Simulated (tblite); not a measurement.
**Geometry relaxation, with input and output: C3H10NOSi (part 2 of 2)**

Continued. System: C3H10NOSi, multiplicity 2. Method: GFN2-xTB geometry optimisation, gas phase (tblite 0.8.0). It belongs to a series of runs on one base structure; here: H added to N.

Geometry of the input (Å):
```
C  -2.4749  0.3735  0.4337
N  -1.9422  -0.8674  -0.0470
C  -0.7373  -1.2675  0.6736
Si 0.7213  -0.4156  -0.1007
O  1.8981  0.0381  1.0890
C  2.8805  0.7262  0.3522
H  -3.5729  0.3778  0.2845
H  -2.2868  0.4703  1.5176
H  -2.0847  1.2594  -0.0890
H  -2.6762  -1.6215  0.0659
H  -0.8154  -1.1373  1.7591
H  1.4195  -1.3714  -0.9895
H  0.2901  0.7871  -0.8231
H  3.6041  -0.0034  -0.0868
H  2.3354  1.2047  -0.4964
H  3.4336  1.4560  0.9803
```

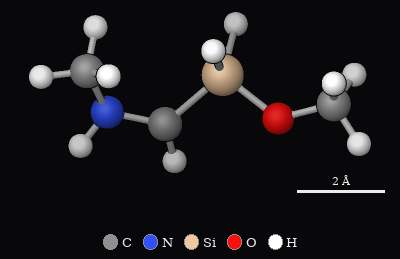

Figure 1. The geometry at step 114 of the log (ball-and-stick view, seen at a tilt).

**Trajectory as extended XYZ, continued**
```
16
Properties=species:S:1:pos:R:3:forces:R:3 step=50 energy=-549.88750
C    -2.6098    0.4120    0.3956    0.0080   0.0120   0.0010
N    -2.0381   -0.8906    0.6202   -0.0230   0.0410   0.0160
C    -0.6794   -1.0961    0.6990   -0.0290   0.0200   0.0270
Si    0.6109   -0.3231   -0.3617    0.0250   0.0040   0.0100
O     1.6947    0.2486    0.7215    0.0280   0.0230  -0.0340
C     2.9607    0.7494    0.4322    0.0190  -0.0010  -0.0050
H    -3.5364    0.3140   -0.1761    0.0360  -0.0220   0.0230
H    -2.8385    0.9266    1.3378    0.0210   0.0000  -0.0330
H    -1.9047    1.0164   -0.1665   -0.0300  -0.0150  -0.0080
H    -2.5918   -1.4680    1.2381   -0.0180  -0.0100  -0.0130
H    -0.4368   -2.0334    1.1772    0.0220  -0.0310   0.0210
H     1.2968   -1.2777   -1.2534    0.0120   0.0010  -0.0360
H     0.1451    0.7767   -1.2209   -0.0030   0.0110   0.0010
H     3.6200   -0.0493    0.0774   -0.0140   0.0130   0.0080
H     2.9187    1.5239   -0.3406   -0.0230  -0.0190   0.0370
H     3.3811    1.1796    1.3439   -0.0310  -0.0260  -0.0140
16
Properties=species:S:1:pos:R:3:forces:R:3 step=63 energy=-549.89108
C    -2.5970    0.4108    0.3866   -0.0170  -0.0100  -0.0030
N    -2.0290   -0.8872    0.6325    0.0130  -0.0160  -0.0130
C    -0.6715   -1.0906    0.7223    0.0160  -0.0220   0.0030
Si    0.6057   -0.3254   -0.3645   -0.0160  -0.0170   0.0130
O     1.6932    0.2362    0.7174    0.0100  -0.0050  -0.0150
C     2.9564    0.7447    0.4385    0.0130   0.0020  -0.0080
H    -3.5359    0.2956   -0.1564   -0.0380   0.0080  -0.0110
H    -2.7974    0.9568    1.3159    0.0040   0.0080   0.0180
H    -1.9067    0.9948   -0.2123   -0.0070  -0.0120  -0.0200
H    -2.5990   -1.4746    1.2257    0.0120   0.0210   0.0130
H    -0.4264   -2.0250    1.2093    0.0000   0.0240  -0.0120
H     1.2783   -1.2565   -1.2955   -0.0050   0.0180   0.0260
H     0.1189    0.7813   -1.2051    0.0190   0.0130   0.0050
H     3.6165   -0.0442    0.0684    0.0220  -0.0180  -0.0120
H     2.9111    1.5341   -0.3164   -0.0160   0.0170  -0.0120
H     3.3752    1.1580    1.3571   -0.0090  -0.0130   0.0280
16
Properties=species:S:1:pos:R:3:forces:R:3 step=76 energy=-549.90607
C    -2.6125    0.3742    0.3109    0.0040  -0.0730   0.0140
N    -2.0329   -0.9097    0.6226    0.0660   0.0180   0.0240
C    -0.6681   -1.0473    0.7489    0.0310  -0.0710  -0.0590
Si    0.5958   -0.3023   -0.3667    0.0280  -0.0470   0.0350
O     1.7439    0.0971    0.7209    0.0200   0.0200   0.0530
C     2.9656    0.7039    0.4663    0.0070   0.0200  -0.0140
H    -3.6446    0.2360   -0.0057   -0.0620  -0.0240   0.0140
H    -2.5908    1.0461    1.1763   -0.0250   0.0660  -0.0150
H    -2.0543    0.8333   -0.4984    0.0120  -0.0230  -0.0070
H    -2.5710   -1.4318    1.3024   -0.0090   0.0130  -0.0120
H    -0.3782   -1.9238    1.3138   -0.0630   0.0200  -0.0180
H     1.2216   -1.1697   -1.3910   -0.0870   0.0160   0.0080
H     0.1267    0.8909   -1.0857    0.0310   0.0510  -0.0230
H     3.6551    0.0179   -0.0323    0.0020  -0.0750   0.0140
H     2.8410    1.5766   -0.1779    0.0130   0.0890  -0.0070
H     3.3951    1.0175    1.4191    0.0310  -0.0020  -0.0080
16
Properties=species:S:1:pos:R:3:forces:R:3 step=88 energy=-549.93734
C    -2.6338    0.3067    0.2158    0.0170  -0.0030   0.0140
N    -2.0232   -0.9004    0.7072    0.0040  -0.0190  -0.0140
C    -0.6577   -1.0505    0.7295    0.0230   0.0420   0.0780
Si    0.5721   -0.2320   -0.3614    0.0310  -0.0040  -0.0260
O     1.7815    0.0248    0.7043    0.0310  -0.0560   0.0320
C     2.9932    0.6709    0.5065    0.0260  -0.0280  -0.0220
H    -3.7108    0.1509    0.1649   -0.0090   0.0590  -0.0290
H    -2.4271    1.1763    0.8596   -0.0130  -0.1010  -0.0980
H    -2.2503    0.5192   -0.7836   -0.0420  -0.0400   0.1140
H    -2.5004   -1.3146    1.4981   -0.0300   0.0480  -0.0510
H    -0.3368   -1.8850    1.3338    0.0020  -0.0300   0.0180
H     1.0474   -1.0503   -1.5021    0.0280   0.0590   0.0370
H     0.1666    1.0590   -0.9298   -0.0650   0.0660  -0.0230
H     3.6601    0.0797   -0.1277   -0.0110  -0.0550  -0.0050
H     2.8474    1.6423    0.0255    0.0120   0.0320   0.0420
H     3.4641    0.8118    1.4830   -0.0040   0.0290  -0.0650
16
Properties=species:S:1:pos:R:3:forces:R:3 step=101 energy=-549.96556
C    -2.6342    0.2035    0.0927    0.0910   0.0350   0.0230
N    -2.0141   -0.9080    0.7556   -0.0360  -0.1110   0.0060
C    -0.6466   -1.0082    0.8055   -0.0100  -0.0040   0.0360
Si    0.5328   -0.1178   -0.2824   -0.0250   0.0700   0.0030
O     1.8171   -0.0433    0.7207    0.0550   0.0100   0.0670
C     3.0210    0.6114    0.5078   -0.0080   0.0190   0.0370
H    -3.7038    0.1869    0.2701   -0.1300  -0.0550  -0.0540
H    -2.2338    1.1558    0.4487    0.0070   0.1280   0.0000
H    -2.4326    0.1317   -0.9746   -0.0170   0.0280  -0.0660
H    -2.5045   -1.2268    1.5790    0.0140  -0.0560   0.0310
H    -0.3022   -1.8138    1.4355    0.0110   0.0220   0.0310
H     0.9255   -0.7700   -1.5487    0.0110  -0.0240  -0.0340
H     0.1143    1.2441   -0.6694    0.0070  -0.0160   0.0440
H     3.6154    0.0979   -0.2498    0.0200  -0.0010  -0.1090
H     2.8531    1.6448    0.1901    0.0430  -0.0210  -0.0480
H     3.5852    0.6207    1.4426   -0.0340  -0.0240   0.0320
16
Properties=species:S:1:pos:R:3:forces:R:3 step=114 energy=-549.98540
C    -2.6513    0.1431    0.0132   -0.0050   0.0330   0.0020
N    -2.0192   -0.9319    0.7306    0.1270   0.0540  -0.0100
C    -0.6579   -0.9409    0.9097    0.0580   0.0020  -0.0060
Si    0.5245   -0.0347   -0.1611   -0.0170   0.0810   0.0410
O     1.8674   -0.0380    0.7695   -0.0300   0.0190  -0.0640
C     3.0753    0.5732    0.4614   -0.0250  -0.0770  -0.0370
H    -3.7148    0.1384    0.2233   -0.1620  -0.0450  -0.0590
H    -2.2500    1.1222    0.2913    0.0340  -0.0350   0.0510
H    -2.4947    0.0197   -1.0603    0.0400  -0.0440   0.0240
H    -2.5567   -1.3162    1.4926   -0.0460   0.0070   0.0270
H    -0.3147   -1.6760    1.6214   -0.0210   0.0050  -0.0180
H     0.8303   -0.6007   -1.4925    0.0140  -0.0340  -0.0210
H     0.1272    1.3608   -0.4299    0.0130   0.0490  -0.0050
H     3.5734    0.0637   -0.3686   -0.0370  -0.0100  -0.0570
H     2.9379    1.6250    0.1831    0.0080  -0.1010   0.0780
H     3.7157    0.5013    1.3398    0.0490   0.0950   0.0540
16
Properties=species:S:1:pos:R:3:forces:R:3 step=126 energy=-550.02134
C    -2.6369    0.0677   -0.0526    0.0430  -0.0090  -0.0260
N    -2.0091   -0.9362    0.7632   -0.0600  -0.0020  -0.0600
C    -0.6627   -0.8671    1.0086    0.0390   0.0020  -0.0110
Si    0.4829    0.1215   -0.0253    0.0280   0.0150   0.0390
O     1.8582    0.0664    0.8539   -0.0220  -0.0600  -0.0350
C     3.0905    0.4970    0.3870    0.0300   0.0010   0.0090
H    -3.7123   -0.0911   -0.0897    0.0000  -0.0510   0.0340
H    -2.4325    1.0757    0.3228   -0.0620   0.0170  -0.0010
H    -2.2354    0.0087   -1.0667    0.0040  -0.0140   0.0710
H    -2.5836   -1.3382    1.4909    0.0160   0.0630  -0.0140
H    -0.3099   -1.5791    1.7376   -0.0060   0.0260   0.0090
H     0.7495   -0.3860   -1.3914   -0.0060  -0.0030  -0.0250
H     0.1069    1.5377   -0.2118   -0.0250   0.0170  -0.0020
H     3.4071   -0.1001   -0.4732    0.0210   0.0330  -0.0100
H     3.0545    1.5482    0.0845    0.0060  -0.0260  -0.0030
H     3.8250    0.3838    1.1856   -0.0060  -0.0090   0.0260
16
Properties=species:S:1:pos:R:3:forces:R:3 step=139 energy=-550.04274
C    -2.6833    0.0207   -0.0729   -0.0470  -0.0190   0.0380
N    -2.0052   -0.9028    0.7939   -0.0380   0.0030   0.0030
C    -0.6561   -0.8018    1.0184    0.0140  -0.0190  -0.0220
Si    0.4849    0.1765   -0.0273    0.0580   0.0550  -0.0320
O     1.8878    0.0054    0.7910    0.0270   0.0070  -0.0510
C     3.1362    0.4375    0.3665    0.0290   0.0210   0.0090
H    -3.7111   -0.3124   -0.2195    0.0270  -0.0040   0.0050
H    -2.6980    1.0412    0.3277    0.0170   0.0050  -0.0060
H    -2.1758    0.0424   -1.0343    0.0370   0.0030  -0.0020
H    -2.5558   -1.2216    1.5796   -0.0190  -0.0140  -0.0090
H    -0.2921   -1.4812    1.7719    0.0110   0.0130   0.0360
H     0.6813   -0.2673   -1.4278   -0.0150   0.0030  -0.0040
H     0.1264    1.6099   -0.1198    0.0280  -0.0140  -0.0070
H     3.4674   -0.1134   -0.5216   -0.0560   0.0240   0.0550
H     3.1333    1.5051    0.1243   -0.0540  -0.0240  -0.0110
H     3.8526    0.2707    1.1737   -0.0200  -0.0420  -0.0020
16
Properties=species:S:1:pos:R:3:forces:R:3 step=151 energy=-550.04688
C    -2.6834   -0.0097   -0.0902    0.0170   0.0050  -0.0060
N    -1.9997   -0.9007    0.8035    0.0100  -0.0060  -0.0060
C    -0.6525   -0.7760    1.0277   -0.0060   0.0040   0.0130
Si    0.4795    0.2158   -0.0171   -0.0030  -0.0060  -0.0030
O     1.8880   -0.0274    0.7687    0.0010   0.0040  -0.0030
C     3.1366    0.4109    0.3572   -0.0010   0.0010   0.0080
H    -3.6933   -0.3790   -0.2632   -0.0090   0.0170   0.0040
H    -2.7355    1.0152    0.2969   -0.0210  -0.0010   0.0040
H    -2.1459    0.0199   -1.0352    0.0090  -0.0080  -0.0080
H    -2.5516   -1.2175    1.5885   -0.0170  -0.0040   0.0060
H    -0.2873   -1.3955    1.8312    0.0200   0.0050  -0.0080
H     0.6189   -0.1891   -1.4353   -0.0020  -0.0100  -0.0020
H     0.1767    1.6639   -0.0646    0.0040   0.0030   0.0000
H     3.4525   -0.1112   -0.5511    0.0040   0.0070   0.0050
H     3.1371    1.4853    0.1517   -0.0150   0.0020   0.0040
H     3.8523    0.2040    1.1549    0.0080  -0.0110  -0.0090
16
Properties=species:S:1:pos:R:3:forces:R:3 step=164 energy=-550.04758
C    -2.6856   -0.0016   -0.0815   -0.0010   0.0000  -0.0010
N    -1.9996   -0.9014    0.8025    0.0000   0.0070   0.0000
C    -0.6520   -0.7737    1.0246   -0.0040   0.0040  -0.0020
Si    0.4815    0.1994   -0.0364    0.0070  -0.0030  -0.0010
O     1.8875   -0.0455    0.7539    0.0010  -0.0030   0.0020
C     3.1344    0.4175    0.3659    0.0020   0.0010  -0.0030
H    -3.7001   -0.3620   -0.2474    0.0030  -0.0020  -0.0040
H    -2.7321    1.0211    0.3122    0.0030   0.0010   0.0010
H    -2.1550    0.0295   -1.0307    0.0000  -0.0010   0.0020
H    -2.5499   -1.2228    1.5872   -0.0010   0.0020   0.0010
H    -0.2793   -1.3936    1.8242    0.0000  -0.0020   0.0010
H     0.6155   -0.2260   -1.4495    0.0020   0.0000   0.0050
H     0.1926    1.6501   -0.1007   -0.0030  -0.0080   0.0010
H     3.4722   -0.0863   -0.5448   -0.0060   0.0020  -0.0050
H     3.1183    1.4942    0.1751   -0.0010   0.0080   0.0040
H     3.8442    0.2103    1.1690   -0.0030  -0.0040  -0.0010
```

**Key numbers**

| quantity | value |
| --- | --- |
| outcome | converged |
| total energy | −550.0476 eV |
| hardware | 1 CPU thread, shared host |
| wall time | 0.83 s |
| peak memory | 0.18 GiB |
